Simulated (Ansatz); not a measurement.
# Mg (P6_3/mmc, 2 atoms in the cell): modes against uniaxial strain along c

Wanted: the shifts of the zone-centre modes of Mg (P6_3/mmc, 2 atoms in the cell) with strain.

Calculated with Ansatz 0.2.0; DFT PBEsol, scalar-relativistic, plane waves, PAW; PAW set soft_1.

## 1. Set-up

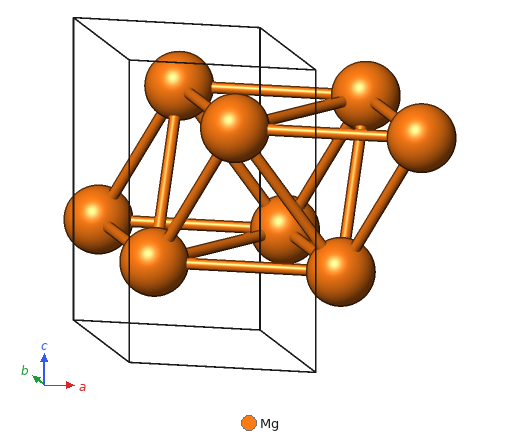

The starting structure, seen slightly off an axis (magnesium orange). 2×2×1 cells are drawn.

## 2. Bringing the structure to rest

The cell and atoms are relaxed, since residual forces and stress would shift the frequencies.

Contents of input.yaml:

```yaml
crystal:
  lattice:
    - [3.2093, 0.0, 0.0]
    - [-1.60465, 2.7793353284, 0.0]
    - [0.0, 0.0, 5.2103]
  atoms:
    - { symbol: Mg, position: [0.33333333, 0.66666667, 0.25] }
    - { symbol: Mg, position: [0.66666667, 0.33333333, 0.75] }
kpoints:
  mp_grid: { grid: [15, 15, 8] }
hamiltonian:
  xc: pbesol
  pseudopotentials: { kind: paw, azcp: { folder: soft_1 }, xc_functional: pbe }
scf:
  occupations: { method: gaussian, width: 0.1 }
output:
  forces: true
  stress: true
  eigenvalues: true
relax:
  adjacent_minimum: "off"
  f_tol: 0.005
  max_steps: 80
  cell: { stress_tol: 0.05 }
```

Run with:

```sh
> ansatz run input.yaml --threads 4 --pin off --max-ram 10240MiB --backend cpu --events-out ev --progress --plain --runs-dir out
```

Numbers of over 12 decimals in the logs are rounded to 6 here.

What it wrote:

```text
Engine: ansatz 0.2.0, x86_64-unknown-linux-gnu
Pseudopotentials: kind: paw
Pseudopotential: Mg, paw, valence charge 10, recommended cutoff 420 eV (normal), soft_1/Mg.paw.azcp
Functional definition: PBEsol
  exchange = pbesol_x
  correlation = pbesol_c
Crystal: 2 atoms, lattice volume = 46.474 Å³
Basis set: ecut = 420 eV, 941 PW (Γ), exchange–correlation on 48×48×72 points (8 copies of the dense FFT grid, shifted against one another)
Bands: 14, of which v1, the nominal top of the filled ones, is band 10 counted from 1 (9 counted from 0)
Symmetry: 24 space group operations
Space group: P63/mmc (ITA 194), of the structure as read, at distance tolerance 3.6e-5 Å
k-points: 135 of 1800
Non-local potential: Mg, projectors of the file, l = 0: 3, l = 1: 2, l = 2: 1
PAW form: soft (Blöchl's): semilocal exchange-correlation on the pseudo side does not see the compensation charge
PAW frozen core: Mg, regenerated for the run's functional, and the local potential with it (the file was generated under x = pbe(κ = 0.804, μ = 0.219515), c = pbe(β = 0.066725))
PAW one-centre angular grid: Mg, 110 points (default); XC on 64 Gauss nodes
Initial density: superposition of atomic densities (chi_scale 0.1, normalization cell)
Initial wavefunctions: pseudopotential atomic-orbital guess
Functional: x = pbesol(κ = 0.804, μ = 0.123457), c = pbesol(β = 0.046)
SCF iter   1: F=—  HF=-3824.130183 eV  |F-HF|=—  |Δ(HF+E_count)|=         —  Δρ=1.38e-2  dr2=1.19e-1  ethr=3.10e-3  ⟨swp⟩=5.1  Hψ=9795  notcnv=0
preconditioner: auto → none  [metal: Δε(μ)=0.017 eV  Ē_g=6.865 eV  σ=0.100 eV  W_gap=0.10  n_scr=8 (ndim 8)  ℏωp=10.9 eV  f_vac=0.000  D(μ)=1.00/eV (n_scr^D=2)  sad-step TF]
SCF iter   2: F=—  HF=-3824.118713 eV  |F-HF|=—  |Δ(HF+E_count)|=   1.15e-2  Δρ=9.69e-3  dr2=6.06e-2  ethr=5.96e-4  ⟨swp⟩=2.0  Hψ=3343  notcnv=0  defer=3
SCF iter   3: F=—  HF=-3824.100625 eV  |F-HF|=—  |Δ(HF+E_count)|=   1.81e-2  Δρ=1.63e-3  dr2=1.67e-3  ethr=3.03e-4  ⟨swp⟩=2.0  Hψ=2397  notcnv=0  defer=3
SCF iter   4: F=—  HF=-3824.100289 eV  |F-HF|=—  |Δ(HF+E_count)|=   3.36e-4  Δρ=1.21e-4  dr2=2.70e-6  ethr=8.34e-6  ⟨swp⟩=2.7  Hψ=3275  notcnv=0  defer=3
SCF iter   5: F=—  HF=-3824.100294 eV  |F-HF|=—  |Δ(HF+E_count)|=   4.72e-6  Δρ=1.37e-5  dr2=2.53e-8  ethr=5.00e-10  ⟨swp⟩=7.1  Hψ=9503  notcnv=0
SCF iter   6: F=-3824.100294 eV  HF=-3824.100294 eV  |F-HF|=1.45e-9  |Δ(HF+E_count)|=   2.26e-8  Δρ=2.28e-6  dr2=8.12e-10  ethr=1.26e-10  ⟨swp⟩=1.4  Hψ=5728  notcnv=0
SCF 1 converged in 6 iterations: F = -3824.100294 eV  dr2 = 8.12e-10
  greatest PAW one-centre occupation: 1.000 electrons in one spin orbital (limit 2), on the Mg atom at site 1 (counted from 0), in its partial waves of l = 0
relax step   1: F+E_penalty+E_count = -3824.10029406 eV  Δ(F+E_penalty+E_count) = +0.000e0 eV  max|allowed force component| = 3.701e-17 eV/Å  Δτ_max = 0.0000 Å  P = -1.141 GPa  Ω = 46.474 Å³  (6 SCF iters, dr2 threshold 1.00e-7 eV, accepted)
Crystal: 2 atoms, lattice volume = 45.282 Å³
Basis set: ecut = 420 eV, 905 PW (Γ), exchange–correlation on 48×48×72 points (8 copies of the dense FFT grid, shifted against one another)
Initial density: handed on by an earlier stage of this run
Initial wavefunctions: those handed on with the density
iter 1 solved again at ethr=2.08e-7 eV; its pass at ethr=3.10e-3 eV (dr2=4.17e-5 eV) is discarded
SCF iter   1: F=—  HF=-3824.106411 eV  |F-HF|=—  |Δ(HF+E_count)|=         —  Δρ=2.97e-4  dr2=4.09e-5  ethr=2.08e-7  ⟨swp⟩=2.8  Hψ=15088  notcnv=0
preconditioner: auto → none  [metal: Δε(μ)=0.018 eV  Ē_g=6.962 eV  σ=0.100 eV  W_gap=0.10  n_scr=8 (ndim 8)  ℏωp=11.0 eV  f_vac=0.000  D(μ)=0.95/eV (n_scr^D=2)]
SCF iter   2: F=—  HF=-3824.106371 eV  |F-HF|=—  |Δ(HF+E_count)|=   4.00e-5  Δρ=1.43e-4  dr2=8.76e-6  ethr=2.05e-7  ⟨swp⟩=1.0  Hψ=1890  notcnv=0
SCF iter   3: F=-3824.106361 eV  HF=-3824.106361 eV  |F-HF|=8.99e-9  |Δ(HF+E_count)|=   9.68e-6  Δρ=2.12e-6  dr2=1.37e-9  ethr=1.00e-9  ⟨swp⟩=4.9  Hψ=9888  notcnv=0
SCF 2 converged in 3 iterations: F = -3824.106361 eV  dr2 = 1.37e-9
relax step   2: F+E_penalty+E_count = -3824.10636114 eV  Δ(F+E_penalty+E_count) = -6.067e-3 eV  max|allowed force component| = 9.252e-18 eV/Å  Δτ_max = 0.0000 Å  P = -0.245 GPa  Ω = 45.282 Å³  energy of the carried Pulay correction = +3.924e-5 eV  (3 SCF iters, dr2 threshold 2.00e-7 eV, accepted)
Crystal: 2 atoms, lattice volume = 44.948 Å³
Basis set: ecut = 420 eV, 857 PW (Γ), exchange–correlation on 48×48×72 points (8 copies of the dense FFT grid, shifted against one another)
iter 1 solved again at ethr=3.41e-8 eV; its pass at ethr=3.10e-3 eV (dr2=6.82e-6 eV) is discarded
SCF iter   1: F=—  HF=-3824.106793 eV  |F-HF|=—  |Δ(HF+E_count)|=         —  Δρ=1.19e-4  dr2=7.15e-6  ethr=3.41e-8  ⟨swp⟩=3.1  Hψ=14424  notcnv=0
preconditioner: auto → none  [metal: Δε(μ)=0.032 eV  Ē_g=6.989 eV  σ=0.100 eV  W_gap=0.18  n_scr=8 (ndim 8)  ℏωp=11.1 eV  f_vac=0.000  D(μ)=0.96/eV (n_scr^D=2)]
SCF iter   2: F=—  HF=-3824.106777 eV  |F-HF|=—  |Δ(HF+E_count)|=   1.60e-5  Δρ=5.60e-5  dr2=1.46e-6  ethr=3.41e-8  ⟨swp⟩=1.0  Hψ=1890  notcnv=0
SCF iter   3: F=-3824.106776 eV  HF=-3824.106776 eV  |F-HF|=6.87e-10  |Δ(HF+E_count)|=   1.03e-6  Δρ=1.51e-6  dr2=6.49e-10  ethr=1.00e-9  ⟨swp⟩=3.8  Hψ=7927  notcnv=0
SCF 3 converged in 3 iterations: F = -3824.106776 eV  dr2 = 6.49e-10
relax step   3: F+E_penalty+E_count = -3824.10677633 eV  Δ(F+E_penalty+E_count) = -4.152e-4 eV  max|allowed force component| = 9.021e-17 eV/Å  Δτ_max = 0.0000 Å  P = +0.030 GPa  Ω = 44.948 Å³  energy of the carried Pulay correction = +5.067e-5 eV  (3 SCF iters, dr2 threshold 2.00e-7 eV, accepted)
Initial wavefunctions: pseudopotential atomic-orbital guess (no wavefunctions were taken with the density)
iter 1 solved again at ethr=1.73e-8 eV; its pass at ethr=3.10e-3 eV (dr2=3.45e-6 eV) is discarded
SCF iter   1: F=—  HF=-3824.106735 eV  |F-HF|=—  |Δ(HF+E_count)|=         —  Δρ=1.17e-5  dr2=1.02e-8  ethr=1.73e-8  ⟨swp⟩=3.4  Hψ=15784  notcnv=0
SCF iter   2: F=—  HF=-3824.106723 eV  |F-HF|=—  |Δ(HF+E_count)|=   1.21e-5  Δρ=4.90e-6  dr2=1.45e-9  ethr=5.08e-11  ⟨swp⟩=2.0  Hψ=3260  notcnv=0
SCF iter   3: F=—  HF=-3824.106723 eV  |F-HF|=—  |Δ(HF+E_count)|=   3.76e-9  Δρ=1.08e-6  dr2=7.57e-11  ethr=7.23e-12  ⟨swp⟩=2.0  Hψ=3228  notcnv=0
SCF iter   4: F=-3824.106723 eV  HF=-3824.106723 eV  |F-HF|=1.36e-12  |Δ(HF+E_count)|=  3.23e-10  Δρ=6.93e-8  dr2=9.06e-13  ethr=1.00e-12  ⟨swp⟩=6.5  Hψ=8757  notcnv=0
SCF 4 converged in 4 iterations: F = -3824.106723 eV  dr2 = 9.06e-13
relax step   4: F+E_penalty+E_count = -3824.10672277 eV  Δ(F+E_penalty+E_count) = +5.356e-5 eV  max|allowed force component| = 9.946e-17 eV/Å  Δτ_max = 0.0000 Å  P = +0.031 GPa  Ω = 44.948 Å³  stress off target by 3.87e-2 GPa  SCF on the basis re-selected at this cell (its energy is not comparable with the rows above)  (4 SCF iters)
basis re-selected at this cell: Δ(F+E_penalty+E_count) = +5.356e-5 eV, ΔP = +0.001 GPa vs the last step (what re-selecting the basis moved, of the pressure what is left beyond the Pulay correction that the steps carried, after the strain that the cell walked since its last selection, with what the two solves' SCF thresholds leave and, on support functions, any second-order correction that the steps lacked; it is no m [...]
SCF converged after 4 iterations
Free energy (F): -3824.106723 eV
Harris-Foulkes:  -3824.106723 eV  (|F-HF|=1.36e-12)
Internal energy: -3824.101930 eV  (E = F + TS)
E sigma→0 (E₀):  -3824.104326 eV
Entropy (-TS):   -0.004793 eV (-2.397 meV/atom)
Fermi energy:    5.734847 eV
--- Per-component energies (eV) ---
  E_band       = -709.502025
  E_kinetic    = 138.606444
  E_local      = -3411.228902  (includes V_loc(G=0)·N_el)
  E_nonlocal   = 391.930047
  E_hartree    = 1161.648820
  E_xc         = -51.511063
  E_vxc        = -66.755746  (∫ρ·V_xc dr)
  E_paw        = -580.037747  (= ΣΔE_a)
  E_vpaw       = -85.351201  (= ΣTr[D̂ρ^β])
  E_aug_tail   = -0.000294  (compensation charges beyond the density's cutoff)
  E_ewald      = -1473.626959
  E_core_change = 0.117725  (= ΣΔE_core)
  E_smearing   = -0.004793  (= −TS)
  E_closure    = 0.000000  (closes the sum)
  Σ components = -3824.106723   (vs F -3824.106723, Δ=0.00e0)
--- Forces (eV/Å), atoms counted from 1 ---
  atom   1  Mg    -0.00000000     0.00000000     0.00000000
  atom   2  Mg    -0.00000000    -0.00000000     0.00000000
  max |Σ_I F_I| component: 9.25e-18 eV/Å
--- Stress (GPa, compression-positive) ---
        0.038722       0.000000       0.000000
        0.000000       0.038722       0.000000
        0.000000       0.000000       0.017048
  P = ⅓ Tr σ = 0.0315 GPa (0.315 kbar)
--- Band table (eV; the first three rows and the last of 135) ---
  k-point 0: bands = [... 6 lower, -36.8051, -36.8051, -1.2804, 4.0930, 4.6220, 16.6430, 16.6430, 16.7716]
  k-point 1: bands = [... 6 lower, -36.8053, -36.8053, -1.1897, 3.0399, 5.8301, 16.7136, 16.7136, 16.8315]
  k-point 2: bands = [... 6 lower, -36.8060, -36.8060, -0.9184, 1.9199, 7.4152, 15.0891, 16.9180, 16.9180]
  k-point 134: bands = [... 6 lower, -36.8121, -36.8121, 5.9031, 5.9031, 6.3814, 6.3814, 7.2929, 7.2929]
--- Relaxed structure (3 steps of the walk, 3 accepted, 1 SCFs on fresh bases) ---
  F+E_penalty+E_count = -3824.10672277 eV   max|allowed force component| = 9.946e-17 eV/Å   (the final SCF, on the basis selected at the relaxed cell)
  cell:  # Å, volume = 44.9484 Å³
    - [3.187710, 0.0, 0.0]
    - [-1.593855, 2.760638, 0.0]
    - [0.0, 0.0, 5.107709]
  atoms:
    - { symbol: Mg, position: [0.333333, 0.666667, 0.25] }
    - { symbol: Mg, position: [0.666667, 0.333333, 0.750000] }
```

Elapsed: 3.7 s, on 4 threads of Intel Xeon Platinum 8488C (Sapphire Rapids), shared host; peak memory 0.44 GiB.

Relaxation path:

```tsv
step	energy less that of the first step (eV)	largest force component (eV/Å)	pressure (GPa)	volume (Å³)
1	0.0000	0.0000	-1.14	46.47
2	-0.0061	0.0000	-0.24	45.28
3	-0.0065	0.0000	0.03	44.95
4*	-0.0064	0.0000	0.03	44.95
```

Relaxation steps marked * repeat the geometry before them on a plane-wave basis chosen anew for their cell, so energy and pressure can jump there.

Forces are held to the 24 operations that the run works with; a distortion that breaks them can't arise in this run.

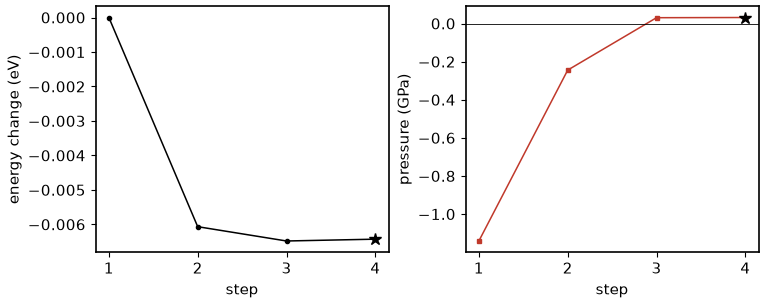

Energy and pressure along the relaxation. Stars mark steps on a basis chosen anew.

```tsv
conventional cell, symmetrised	before	after	change
a (Å)	3.209	3.188	-0.7 %
b (Å)	3.209	3.188	-0.7 %
c (Å)	5.210	5.108	-2.0 %
volume (Å³/atom)	23.24	22.47	-3.3 %
```

Final coordinates:

```cif
data_structure
_symmetry_space_group_name_H-M 'P 1'
_symmetry_Int_Tables_number 1
_cell_length_a 3.1877
_cell_length_b 3.1877
_cell_length_c 5.1077
_cell_angle_alpha 90.000
_cell_angle_beta 90.000
_cell_angle_gamma 120.000
_cell_volume 44.95
loop_
_atom_site_label
_atom_site_type_symbol
_atom_site_fract_x
_atom_site_fract_y
_atom_site_fract_z
_atom_site_occupancy
Mg1 Mg 0.33333 0.66667 0.25000 1
Mg2 Mg 0.66667 0.33333 0.75000 1
```

This step gave:

* pressure: 0.03150 GPa
* volume per atom: 22.47 Å³
* gap on the k-mesh: 0 eV

In this step the volume went from 23.24 to 22.47 Å³/atom.

## 3. Tight relaxation

Phonons need small forces and stress, so the relaxation is finished with tight tolerances on 15×15×8 k points.

input.yaml, the sections that differ from step 2:

```yaml
crystal:
  lattice:
    - [3.18771012, 0.0, 0.0]
    - [-1.59385506, 2.7606379438, 0.0]
    - [0.0, 0.0, 5.1077088303]
  atoms:
    - { symbol: Mg, position: [0.3333333333, 0.6666666667, 0.25] }
    - { symbol: Mg, position: [0.6666666667, 0.3333333333, 0.75] }
scf:
  occupations: { method: methfessel_paxton, width: 0.2 }
output:
  forces: true
  stress: true
  eigenvalues: true
  write_density: true
  write_potential: true
  elf: true
  volumetric_format: npy
relax:
  adjacent_minimum: "off"
  f_tol: 0.001
  max_steps: 60
  cell: { stress_tol: 0.01 }
# kpoints, hamiltonian: as in step 2
```

What it wrote:

```text
[...]
Crystal: 2 atoms, lattice volume = 44.948 Å³
Basis set: ecut = 420 eV, 857 PW (Γ), exchange–correlation on 48×48×72 points (8 copies of the dense FFT grid, shifted against one another)
Bands: 14, of which v1, the nominal top of the filled ones, is band 10 counted from 1 (9 counted from 0)
Symmetry: 24 space group operations
[...]
k-points: 135 of 1800
[...]
k-point 134: bands = [... 6 lower, -36.8187, -36.8187, 5.8921, 5.8921, 6.3739, 6.3739, 7.2776, 7.2776]
--- Relaxed structure (3 steps of the walk, 3 accepted, 1 SCFs on fresh bases) ---
[...]
cell:  # Å, volume = 44.9780 Å³
    - [3.190832, 0.0, 0.0]
    - [-1.595416, 2.763342, 0]
    - [0.0, 0, 5.101071]
  atoms:
    - { symbol: Mg, position: [0.333333, 0.666667, 0.25] }
    - { symbol: Mg, position: [0.666667, 0.333333, 0.750000] }
[key lines of the parts left out:]
SCF converged after 4 iterations
Free energy (F): -3824.104957 eV
Fermi energy:    5.725745 eV
P = ⅓ Tr σ = 0.0029 GPa (0.029 kbar)
```

Wall time 3.3 s (4 threads); peak memory 0.44 GiB.

Relaxation path:

```tsv
step	energy less that of the first step (eV)	largest force component (eV/Å)	pressure (GPa)	volume (Å³)
1	0.0000	0.0000	0.03	44.95
2	0.0000	0.0000	0.00	44.98
3	0.0000	0.0000	0.00	44.98
4*	0.0000	0.0000	0.00	44.98
```

Relaxation steps marked * repeat the geometry before them on a plane-wave basis chosen anew for their cell, so energy and pressure can jump there.

The run keeps the 24 symmetry operations that it works with, so distortions that break them were not tested.

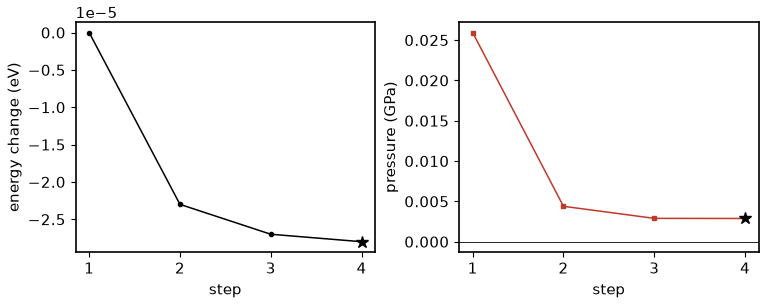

Energy and pressure along the relaxation. Stars mark steps on a basis chosen anew.

```tsv
conventional cell, symmetrised	before	after	change
a (Å)	3.188	3.191	+0.1 %
b (Å)	3.188	3.191	+0.1 %
c (Å)	5.108	5.101	-0.1 %
volume (Å³/atom)	22.47	22.49	+0.1 %
```

The relaxed structure:

```xyz
2
Lattice="3.1908 0.0000 0.0000 -1.5954 2.7633 0.0000 0.0000 0.0000 5.1011" Properties=species:S:1:pos:R:3 pbc="T T T"
Mg    0.0000    1.8422    1.2753
Mg    1.5954    0.9211    3.8258
```

This step gave:

```
pressure        : 0.002878 GPa
volume per atom : 22.49 Å³
```

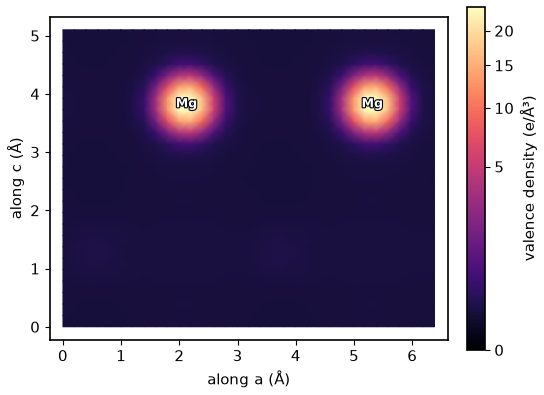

Valence density in the ac plane at fractional y = 0.333, with atoms of Mg within 0.2 Å of it. It is the smooth field of the valence electrons, not physical close to the nuclei. The colour scale is stretched toward low values.

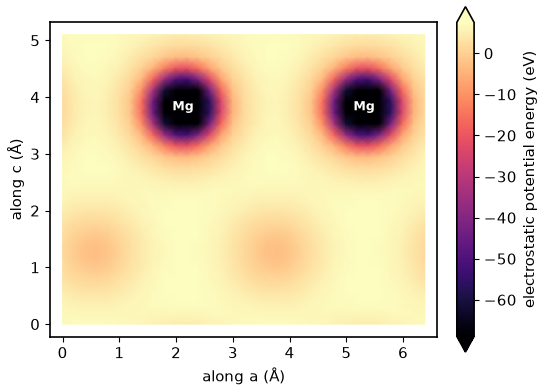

Electrostatic potential energy in the ac plane at fractional y = 0.333, with atoms of Mg within 0.2 Å of it. With pseudopotentials it is smooth inside the atoms' cores, unlike the true potential.

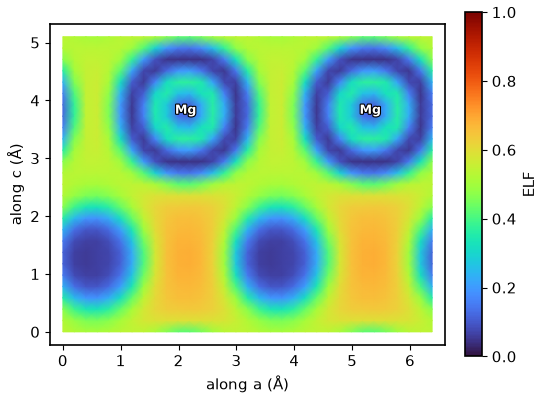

ELF in the ac plane at fractional y = 0.333, with atoms of Mg within 0.2 Å of it. It is the smooth field of the valence electrons, not physical close to the nuclei.

The forces vanish by symmetry and the pressure is 0.003 GPa, within the tolerances set. The cell now holds 22.49 Å³/atom.

## 4. Zone-centre response at rest

Phonons follow from the second derivative of the energy, found here by linear response.

The modes at rest are the reference of the series.

input.yaml, the sections that differ from step 3:

```yaml
crystal:
  lattice:
    - [3.1908322491, 0.0, 0.0]
    - [-1.5954161245, 2.7633417869, 0.0]
    - [0.0, 0.0, 5.1010707403]
  atoms:
    - { symbol: Mg, position: [0.3333333333, 0.6666666667, 0.25] }
    - { symbol: Mg, position: [0.6666666667, 0.3333333333, 0.75] }
output:
  eigenvalues: true
phonons:
  method: dfpt
# kpoints, hamiltonian, scf: as in step 3
# relax: removed
```

What it wrote:

```text
zone centre: on kpoints.mp_grid the ground state, and the responses unless they are solved on pairs of k-points, stand on 320 of the mesh's 1800 k-points, reduced under 4 symmetry operations, with k and −k counted as one. Each operation leaves every solved displacement unchanged or reverses it
[...]
Crystal: 2 atoms, lattice volume = 44.978 Å³
Basis set: ecut = 420 eV, 881 PW (Γ), exchange–correlation on 48×48×72 points (8 copies of the dense FFT grid, shifted against one another)
Bands: 14, of which v1, the nominal top of the filled ones, is band 10 counted from 1 (9 counted from 0)
Symmetry: 24 space group operations
k-points: 320 of 1800 (irreducible under 4 space group operations, time reversal used)
[...]
SCF iter   1: F=—  HF=-3824.135479 eV  |F-HF|=—  |Δ(HF+E_count)|=         —  Δρ=1.41e-2  dr2=1.17e-1  ethr=3.10e-3  ⟨swp⟩=5.0  Hψ=22190  notcnv=0
[...]
SCF iter   7: F=-3824.104957 eV  HF=-3824.104957 eV  |F-HF|=3.18e-12  |Δ(HF+E_count)|=   1.74e-9  S|Δr|=    0.00e0  Δρ=1.09e-7  dr2=2.52e-12  ethr=1.00e-12  ⟨swp⟩=4.5  Hψ=22422  notcnv=0
SCF 1 converged in 7 iterations: F = -3824.104957 eV  dr2 = 2.52e-12
[...]
DFPT response loops at Γ: preconditioner auto → Kerker (q_TF=auto, 2.384 Å⁻¹) (partly filled bands, converged f_vac=0.000); β = 1.00, the filter's whole step (`scf.mixing.beta` (0.50) is not read by the response loops under this deck's `scf.mixing.preconditioner`; to damp them name `kerker` or `kerker_dos`, under which they read `scf.mixing.beta`, and type it under 1.00, their step now; both keys bind the ground state too); Broyden in place of MSR1
SCF converged after 7 iterations
[...]
Free energy (F): -3824.104957 eV
[...]
Internal energy: -3824.103239 eV  (E = F + TS)
E sigma→0 (E₀):  -3824.104527 eV
Entropy (-TS):   -0.001718 eV (-0.859 meV/atom)
Fermi energy:    5.725744 eV
[...]
--- Band table (eV; the first three rows and the last of 320) ---
  k-point 0: bands = [... 6 lower, -36.8119, -36.8119, -1.2830, 4.1010, 4.6377, 16.6092, 16.6092, 16.7311]
  k-point 1: bands = [... 6 lower, -36.8122, -36.8122, -1.1921, 3.0479, 5.8462, 16.6805, 16.6805, 16.7915]
  k-point 2: bands = [... 6 lower, -36.8128, -36.8128, -0.9201, 1.9253, 7.4349, 15.1231, 16.8859, 16.8859]
  k-point 319: bands = [... 6 lower, -36.8190, -36.8190, 3.2962, 3.2962, 8.1825, 8.1825, 9.6610, 9.6610]
--- Phonons (Γ-DFPT): 2 representative perturbations + reference, on 320 of 1800 k-points (Σ response iterations 6) ---
  k mesh reduced under 4 symmetry operations, with k and −k counted as one. Each operation leaves every solved displacement unchanged or reverses it
  ASR residual: 9.484e-5 → 0.000e0 eV/Å²; symmetrization residual: 1.785e-10 eV/Å²
  ASR residual per site (eV/Å²): 9.48e-5 9.48e-5
  Γ frequencies (cm⁻¹): 0.00 0.00 0.00 131.02 131.02 256.27
  non-analytic LO–TO correction: not included (Born effective charges unavailable; polar crystals: no LO–TO splitting at Γ)
```

Elapsed: 8.8 s, on 4 threads; peak memory 0.75 GiB; 31 s of CPU time.

Numbers from this step:

* sum-rule residual before enforcement: 9.48e-5 eV/Å²
* point group: 6/mmm
* highest optical mode at the zone centre (no LO-TO term): 256.3 cm⁻¹
* lowest optical zone-centre mode: 131.0 cm⁻¹

Patterns of degenerate modes are one choice out of their space. Modes at Γ:

```tsv
mode	frequency (cm⁻¹)	symmetry
1	0.0	acoustic
2	0.0	acoustic
3	0.0	acoustic
4	131.0	E2g
5	131.0	E2g
6	256.3	B1g
```

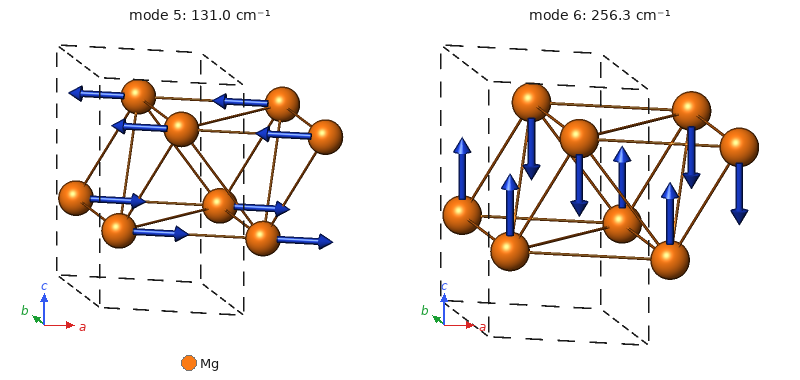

Displacement patterns of modes 5 and 6 at Γ; arrows are exaggerated. 2×2×1 cells are drawn.

Before it was imposed, the acoustic sum rule was missed by 9.5e-5 eV/Å². Small misses are needed for a sound result but don't prove that mesh and cutoff are converged. The lowest optical mode is real, 131 cm⁻¹.

(Continued in part 2 of 2.)

[Logs are printed without paths, hosts, clocks, repeated set-up lines and the standing remarks that a program may print on its own settings, such as how far it seeks lower states.]

[Hosts, paths, dates, database ids (printed as entryN), source tags and the programs' standing remarks are cut or masked in the printed files.]
